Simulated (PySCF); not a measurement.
Potential energy surface of H₄ClSi (anion, charge -1), singlet: backside substitution at Si, threefold axis kept. Scanned: Si-Cl distance and Si-H distance. Other coordinates (H-Si-H angle, Si-H length) were minimised at PBE0/def2-SVPD.

Computed with r2SCAN/aug-cc-pVDZ run with PySCF 2.14.0.

Energy in kJ/mol above the lowest grid point; x is the Si-Cl distance (Å), y the Si-H distance (Å).

```csv
y \ x,1.94,2.06,2.18,2.33,2.49,2.68,2.90,3.17,3.50,3.91,4.53
3.26,243.4,205.3,193.2,198.1,215.3,241.5,271.9,304.1,334.1,360.5,385.2
2.81,228.2,184.8,167.4,166.1,177.5,197.5,221.7,247.9,273.2,296.4,319.0
2.52,214.5,166.1,144.0,137.2,143.2,157.7,176.7,198.0,219.3,239.7,260.0
2.28,199.0,145.9,119.2,107.1,107.9,117.1,131.1,147.8,165.4,182.9,200.6
2.09,183.5,126.6,96.2,79.6,76.2,80.9,90.6,103.4,117.8,132.7,148.2
1.92,168.3,108.2,74.6,54.1,46.8,47.5,53.4,62.6,74.1,86.6,100.0
1.79,157.8,95.7,59.8,36.6,26.5,24.2,27.1,33.6,42.9,53.7,65.5
1.67,152.3,88.6,50.9,25.3,12.8,7.8,8.1,12.3,19.6,28.9,39.4
1.57,154.3,89.5,50.5,23.2,8.8,1.7,0.0,2.2,8.0,16.1,25.6
1.48,164.9,99.4,59.5,30.8,14.9,6.1,2.6,3.2,7.7,14.8,23.4
1.39,188.7,122.7,82.1,52.3,35.0,24.6,19.5,18.6,21.8,28.0,35.9
```

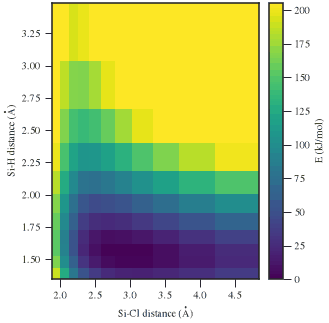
Energy surface, cut off at 205 kJ/mol.

Points that lie below all their neighbours on the grid: x = 2.90, y = 1.57 (0.0 kJ/mol).
